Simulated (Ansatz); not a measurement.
# GaHBrCl₃: single-point calculation

The run: single-point calculation of GaHBrCl₃. Method and program: RKS PBE0-D4/def2-TZVPP (Ansatz 0.2.0).

The geometry is a transition state. The reaction was set up to form Ga1–Br6 and Cl2–H5 and to break Ga1–Cl2 and H5–Br6 (atoms counted from 1 in the order of the input); sticks are drawn by distance alone. The geometry comes from this level: PBE0-D4/def2-TZVP.

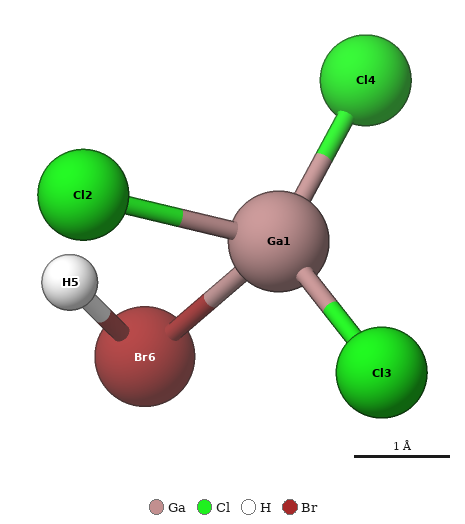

**Figure 1.** The structure (ball-and-stick view, seen at a tilt; atoms are numbered from 1 in the order of the input). Sticks mark near contacts.

**Key numbers**

```tsv
quantity	value
outcome	converged
total energy	−159987.4405 eV
mean-field energy	−159987.1951 eV
dispersion energy	−0.2453 eV
SCF solution under orbital rotations	stable
HOMO	−9.26 eV
LUMO	−1.98 eV
hardware	8 threads of Arm Neoverse V2, 23 GiB of memory available, shared host
wall time	2.8 s (CPU time 20 s)
peak memory	1.2 GiB
```

**Input file**
```yaml
crystal:
  periodic: [false, false, false]
  atoms:
    - {symbol: Ga, position_ang: [-0.459369, -0.453991, -0.003723]}
    - {symbol: Cl, position_ang: [-0.296074, 1.696090, -0.791732]}
    - {symbol: Cl, position_ang: [-0.462451, -1.884570, -1.570015]}
    - {symbol: Cl, position_ang: [-1.758635, -0.599915, 1.666736]}
    - {symbol: H, position_ang: [1.092750, 1.226329, -0.049278]}
    - {symbol: Br, position_ang: [1.883779, 0.016058, 0.747912]}
basis:
  gaussian: {orbitals: def2-TZVPP}
hamiltonian: {xc: pbe0, dispersion: d4}
output: {orbitals: {seedname: orbitals}}
```

Command:
```bash
ansatz run in.yaml --threads 8 --pin off --events-out ev --progress --plain --max-ram 19148MiB
```

**The program's output**
```
Functional definition: PBE0
  name "PBE0"
  cite "Adamo & Barone, J. Chem. Phys. 110, 6158 (1999) doi:10.1063/1.478522"
  cite "Perdew, Burke & Ernzerhof, Phys. Rev. Lett. 77, 3865 (1996) doi:10.1103/PhysRevLett.77.3865"
  parent pbe
  parameter a = 0.25
  parameter kappa = 0.804
  parameter beta = 0.06672455060314922
  exchange = (1 - a)*pbe_x(kappa = kappa, mu = beta*pi^2/3) + a*exact_x
  correlation = pbe_c(beta = beta)
1860 factors; their error is unknown
mean field evaluation 1: about -159985.0978 eV, gradient 3.0e1 eV
mean field evaluation 2: about -159984.2064 eV, gradient 4.2e1 eV
mean field evaluation 4: about -159986.4786 eV, gradient 9.5e-1 eV
mean field evaluation 8: about -159986.4821 eV, gradient 3.0e-2 eV
mean field evaluation 16: about -159987.1951 eV, gradient 5.5e-5 eV
mean field -159987.19509481 eV, -5879.4209765186 hartree, gradient 5.5e-5 eV, S^2 0.000000; 0 other end points of the search recorded, 0 dependent functions left out
reference -159987.19512472 eV, -5879.4209776175 hartree; 59, 59 occupied and 177, 177 virtual orbitals, 1860 factors
Total energy: -159987.44045161 eV, -5879.4299932146 hartree
```

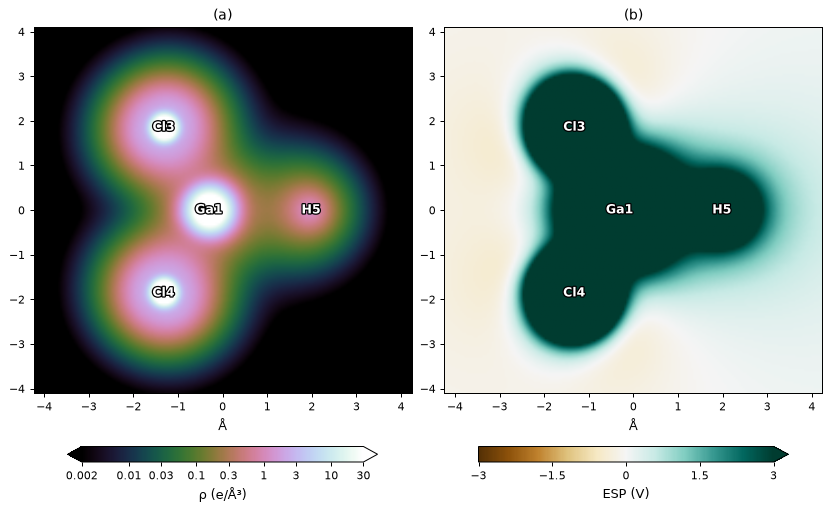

**Figure 2.** (a) electron density; (b) electrostatic potential on the plane of atoms Cl3, Ga1 and Cl4. The section cuts through Ga, Cl and H sites. Ga–Cl (2.12 Å): ρ is about 0.76 e/Å³ halfway.

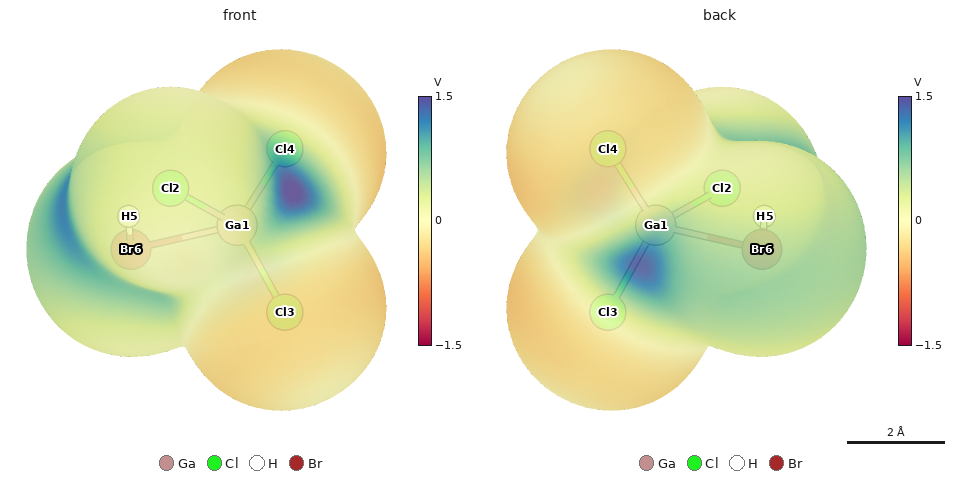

**Figure 3.** The electrostatic potential painted on the density surface at 0.001 e/bohr³, seen at a tilt and from behind; red is negative and blue positive.

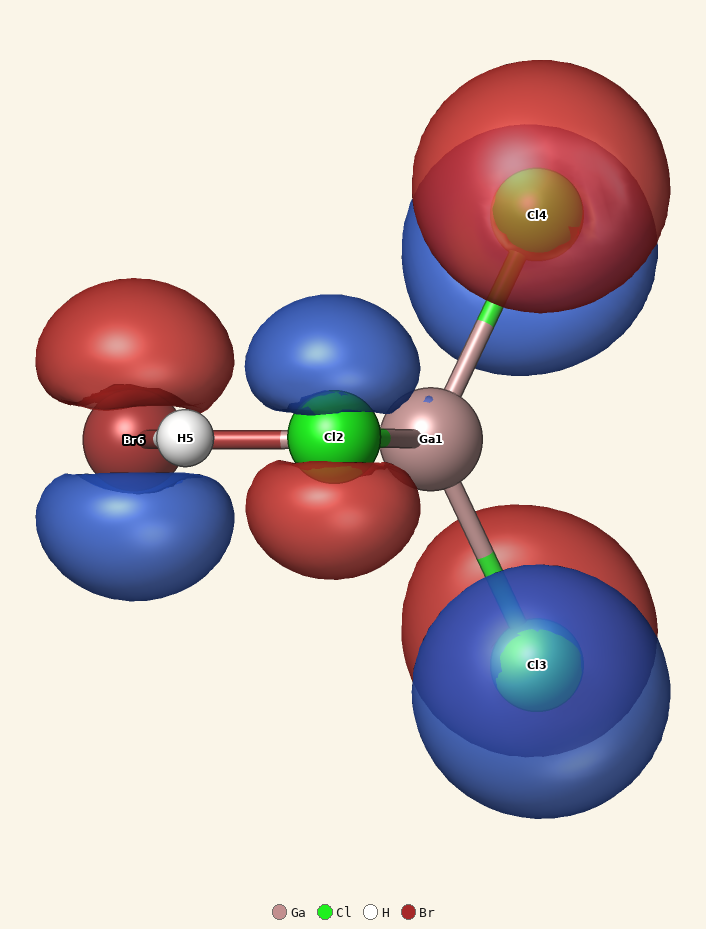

**Figure 4.** One frontier orbital at ±0.1 Å⁻³ᐟ² (blue and red are the two phases), seen at a tilt. The HOMO−1, at −9.34 eV.

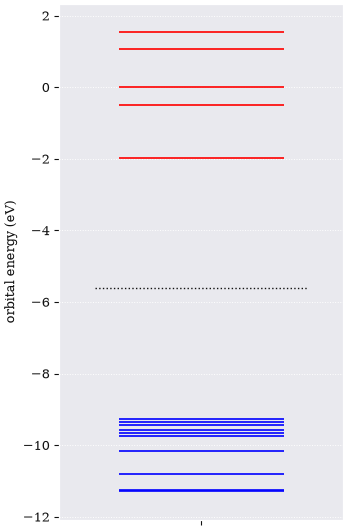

**Figure 5.** Orbital energies near the frontier; the dotted line parts filled from empty levels, and levels within 0.02 eV of each other stand side by side. Highest filled −9.26 eV, lowest empty −1.98 eV, 7.28 eV apart.
